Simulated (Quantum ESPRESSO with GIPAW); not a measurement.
# Octahedral tilting in SrTiO3 seen by 87Sr: the anisotropy

Starting from the cubic perovskite, neighbouring octahedra are turned by θ about [001] in opposite senses, in all three directions (tilt system a⁰a⁰c⁻). The cell and the cations are held, so the in-plane bonds lengthen as 1/cos θ. GIPAW with PBEsol and plane-wave PAW files from pslibrary 1.0.0 recipes (Ti spn, Sr spn, O n), cutoffs 60 and 576 Ry, a 5×5×5 mesh in every shielding run (Quantum ESPRESSO with GIPAW, a patched development version), without spin-orbit coupling. The atoms are held where the series puts them. The cells were built for this series from an entry of the Crystallography Open Database, taken as a prototype, and need not be stable phases. σ∥ is along the axis of the site, [001].

One member of the series, SrTiO3 (I4/mcm) at 6 °, as used in the shielding run:

```
Ti Sr O
1.0
     0.00000    3.90500    3.90500
     3.90500    0.00000    3.90500
     3.90500    3.90500    0.00000
Ti Sr O
2 2 6
Direct
  0.00000 0.00000 0.00000
  0.50000 0.50000 0.50000
  0.25000 0.25000 0.25000
  0.75000 0.75000 0.75000
  0.77628 0.22372 0.27628
  0.27628 0.72372 0.22372
  0.25000 0.25000 0.75000
  0.22372 0.77628 0.72372
  0.72372 0.27628 0.77628
  0.75000 0.75000 0.25000
```

```tsv
angle θ (°)	θ² (deg²)	mean bond at Sr (Å)	σ∥ − σ⊥ of Sr (ppm)
0	0.00	2.7613	0.00
1.5	2.25	2.7614	0.64
3	9.00	2.7619	?
4.5	20.25	2.7627	5.81
6	36.00	2.7638	10.36
7.5	56.25	2.7653	16.24
9	81.00	2.7671	23.49
10.5	110.25	2.7692	32.23
12	144.00	2.7717	42.69
```

**Task.** Fit σ∥ − σ⊥ of Sr against x, the square of the angle in deg²; judge whether a straight line is enough, and predict the withheld row (x = 9.00 deg²).

1. The 8 known rows give Σx = 450.00, Σy = 131.46, Σx² = 44327.2500 and Σxy = 13008.9600.

2. Slope b = (nΣxy − ΣxΣy)/(nΣx² − (Σx)²) = 0.29526 and intercept a = (Σy − bΣx)/n = -0.175993 ppm.

3. Residuals y − a − bx, in the order of the table: +0.18, +0.15, +0.01, -0.09, -0.19, -0.25, -0.15, +0.35 ppm; r.m.s. 0.20 ppm, R² = 1.000. Their r.m.s. is under 0.5 % of the range, so a line is enough, whatever slight bend remains.

4. At x = 9.00 deg², inside the fitted range, the line gives 2.48 ppm.

5. The run gives 2.60 ppm. The line misses by -0.12 ppm; that is within twice the r.m.s. of the fit.

On the line the σ∥ − σ⊥ of Sr rises by 3.0 ppm for 10 deg² of θ². Turning by −θ gives the same structure shifted by one cell, so a mean over an element is even in θ: hence the fit against θ². At x = 0 the site is cubic and the anisotropy vanishes, which a free intercept need not respect. The tensors are without the macroscopic shape term.

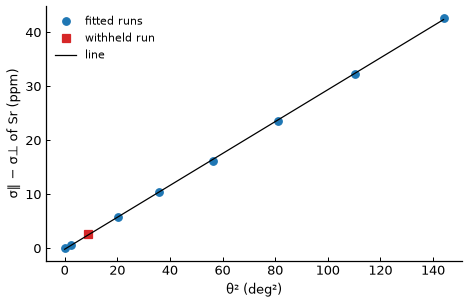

σ∥ − σ⊥ of Sr against θ².

[Logs are printed without paths, hosts, clocks, repeated set-up lines and the standing remarks that a program may print on its own settings, such as how far it seeks lower states.]

[Hosts, paths, dates, database ids (printed as entryN), source tags and the programs' standing remarks are cut or masked in the printed files.]
